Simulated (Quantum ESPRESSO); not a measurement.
Density of states of PbTe (Fm-3m, 2 atoms in the cell).

```
CELL_PARAMETERS angstrom
     -3.23000     0.00000     3.23000
      0.00000     3.23000     3.23000
     -3.23000     3.23000     0.00000
ATOMIC_POSITIONS crystal
  Te 0.50000 0.50000 0.50000
  Pb 0.00000 0.00000 0.00000
```

Method of the run: LDA (PW92), PseudoDojo standard norm-conserving (LDA) pseudopotentials (plane waves; Quantum ESPRESSO).

SCF settings: ecutwfc = 85 Ry; occupations = smearing; smearing = gaussian; degauss = 0.00147 Ry; potentials = {Te: Te.upf, Pb: Pb.upf}; K_POINTS = automatic 5 5 5 0 0 0; conv_thr = 1e-10 Ry; mixing_beta = 0.7. Keys of the DOS step: nscf.calculation = nscf; nscf.verbosity = high; nscf.occupations = tetrahedra; nscf.nbnd = 22; nscf.startingwfc = random; nscf.diago_thr_init = 1e-06; nscf.K_POINTS = automatic 8 8 8 0 0 0; projwfc.x.filpdos = pdos; projwfc.x.DeltaE = 0.05 eV; projwfc.x.ngauss = 0; projwfc.x.degauss = 0.01 Ry.

The starting cell has typed, rounded lattice constants, without a prior relaxation at this level. Spin-orbit coupling is off. A gap is left out here, as mesh or smearing make it unsure.

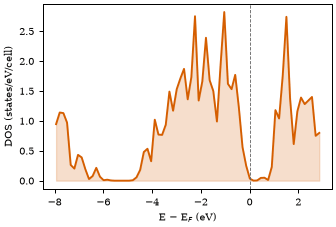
Figure: Total density of states, both spins summed.

Total DOS (both spins), as means of the tabulated values in each energy bin; the zero is the program's Fermi level or highest filled level, and the curve is cut to this window:

```
E (eV) | states/eV/cell
    -7.75 | ################# 1.07
    -7.25 | ####### 0.47
    -6.75 | ### 0.20
    -6.25 | ## 0.12
    -5.75 |  0.01
    -5.25 |  0.00
    -4.75 |  0.02
    -4.25 | ###### 0.38
    -3.75 | ############# 0.85
    -3.25 | ################### 1.20
    -2.75 | ######################### 1.62
    -2.25 | ############################## 1.94
    -1.75 | ############################## 1.91
    -1.25 | ############################ 1.81
    -0.75 | ######################### 1.64
    -0.25 | ########## 0.68
     0.25 |  0.02
     0.75 | ## 0.10
     1.25 | ##################### 1.33
     1.75 | ####################### 1.47
     2.25 | ##################### 1.34
     2.75 | ############### 0.98
```
